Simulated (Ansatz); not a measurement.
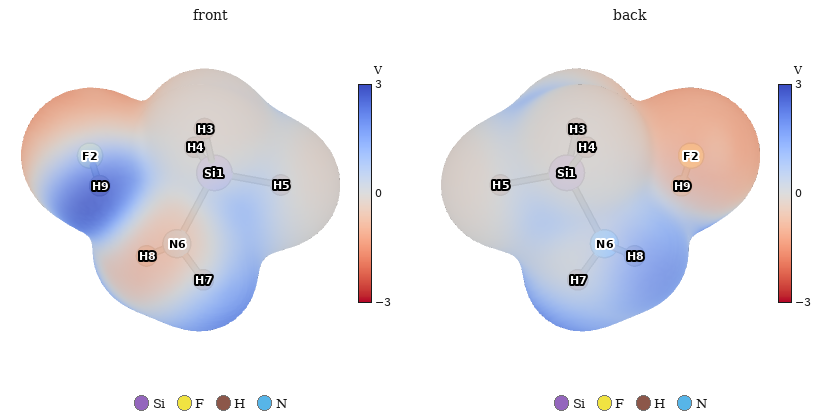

Figure 1: H5NSi···HF. The electrostatic potential painted on the density surface at 0.002 e/bohr³, seen from the front and from behind; the colour scale runs from red (negative) to blue (positive).

Not at a stationary point (largest force 0.9 eV/Å).

The calculation used RKS CAM-B3LYP-D4/6-31G* (Ansatz 0.2.0).

```yaml
atoms:
  - { symbol: Si, position_ang: [-0.4935, -0.0763, -0.3287] }
  - { symbol: F, position_ang: [0.0178, 0.7862, 2.2828] }
  - { symbol: H, position_ang: [0.7050, -0.7569, 0.2042] }
  - { symbol: H, position_ang: [-0.2285, 1.3661, -0.5280] }
  - { symbol: H, position_ang: [-0.7913, -0.7029, -1.6456] }
  - { symbol: N, position_ang: [-1.9331, -0.2993, 0.7164] }
  - { symbol: H, position_ang: [-2.6693, -0.8955, 0.3634] }
  - { symbol: H, position_ang: [-2.3445, 0.5604, 1.0598] }
  - { symbol: H, position_ang: [-0.4937, 0.0181, 2.4158] }
```

Question: Which sites attract a positive test charge, and which a negative one?

Answer: A positive charge is drawn to the negative regions and a negative charge to the positive ones. The most negative region (about −1.2 V) lies over F2, the most positive (about +2.5 V) over H9.
